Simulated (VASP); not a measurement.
Band structure of CdS (wurtzite). Method: vdW-DF-cx, VASP's PBE PAW potentials (set 64) (plane waves; VASP).

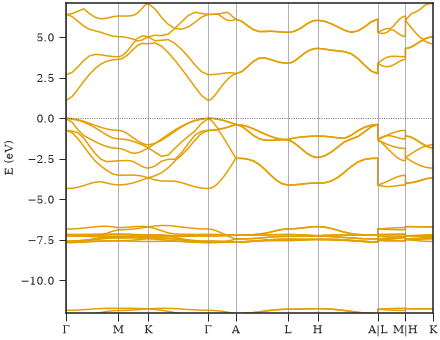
Bands along high-symmetry lines, zero at the valence-band maximum or, without a gap, the Fermi level

### Question
Read the plot: is there a gap, and where are the band edges?

### Answer
The gap is direct, 1.10 eV, from the valence maximum at Γ to the conduction minimum at Γ. (Edges off the drawn lines would not show.)

Measured: gap 2.64 eV at 0 K (computed value off by -1.54 eV), as given by X. Ren et al., All-electron periodic G0W0 implementation with numerical atomic orbital basis functions: algorithm and benchmarks (2021), arXiv:2011.01400 [zero-point renormalisation of 0.068 eV removed from the gap extrapolated to 0 K (as printed)].

The compound is CdS in the wurtzite structure. It was relaxed first.
